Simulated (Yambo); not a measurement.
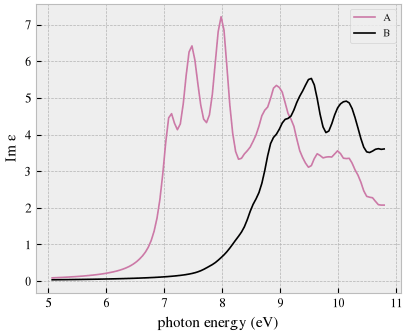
Fig. 1. Two computed absorption spectra of YOF (space group R-3m, No. 166) (Yambo, PBEsol bands with the same scissor, field along x)

Axes are Cartesian, with cell vectors (Å) (1.90, 1.10, 6.30), (-1.90, 1.10, 6.30), (0.00, -2.19, 6.30).

### Question
Which curve includes the electron-hole attraction (BSE), and where are its main peaks?

### Answer
Curve A: the attraction moves weight to lower energy (centre of the plotted range 8.6 eV against 9.5 eV). Its peaks lie at 7.5 eV, 8.0 eV, 8.9 eV. Settings: 6×6×6 mesh, 9 valence and 7 conduction bands, static screening with 53 bands and a 3 Ry block, scissor 2.22 eV, Tamm-Dancoff. The scissor comes from a G0W0 run whose convergence isn't established. Broadening 0.15 eV. The band window holds all transitions up to 10.8 eV. Fine structure above the onset can come from the mesh.

Geometry of the Materials Project entry, not relaxed at this level; primitive cell a = b = c = 6.6671 Å, α = β = γ = 33.08°.
